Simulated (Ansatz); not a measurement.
**A computed series for hypothetical Fm-3m WSe2: pressure series**

Start from WSe2 (space group Fm-3m, No. 225; a = 6.2622 Å; ferromagnetic; a hypothetical phase, not in the database extracts checked).

Cell and atoms are relaxed at each pressure.

All numbers come from r2SCAN in Ansatz (plane waves to 500 eV, PAW, no spin-orbit coupling).

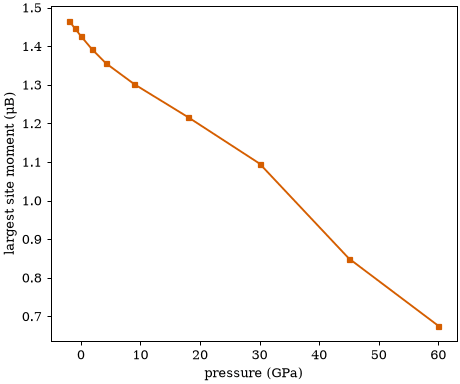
Figure: Largest site moment against pressure

Q: From the plot, what is the largest site moment for pressure 30 GPa?

A: About 1.10 μB.

Q: Is the trend monotonic over the range shown?

A: Yes, it falls throughout, spanning 0.68 μB to 1.47 μB.

The magnetic state is the one reached from the starting moments; the real material's order can differ, and small cells can't hold many antiferromagnetic ones. Load acts through the strain it causes; cell and atoms are relaxed under it. No phonon test of stability was made. No other phases were tried under pressure. Starting moments died away, wholly or in part, for pressure 45 GPa and pressure 60 GPa; another magnetic solution may exist.

Ansatz is a quantum-chemistry and plane-wave program.
